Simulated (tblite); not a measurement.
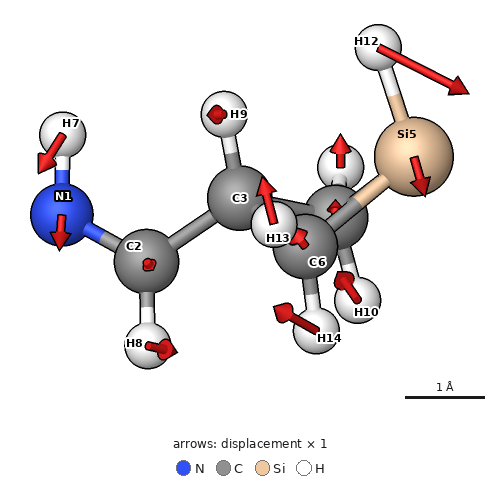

This is a relaxation of C4H8NSi (multiplicity 2). The starting structure is drawn; red arrows show the displacements, at their true length. The two geometries are superimposed by the best rigid fit.

The picture is a ball-and-stick view, seen at a tilt.

These are results of GFN2-xTB geometry optimisation, gas phase (tblite 0.8.0), not measurements. 

What did the optimiser do to the structure, and how much energy did it gain?

Answer. Over 93 geometry steps the energy falls by 31.8 kcal/mol. The largest move after the best rigid fit is that of an H atom, 1.32 Å. Largest moves by element: H 1.32 Å, Si 0.54 Å, N 0.48 Å, C 0.39 Å. Near-neighbour distances that change, for instance: C–C 2.078 → 2.380 Å, C–N 1.319 → 1.254 Å, C–Si 1.886 → 1.920 Å, C–H 1.118 → 1.089 Å. Bond angles that change, for instance: C–C–C 85.9° → 100.7°, C–Si–C 66.9° → 76.6°, H–C–H 117.0° → 107.5°. Groups turn about C–C by about 20°.
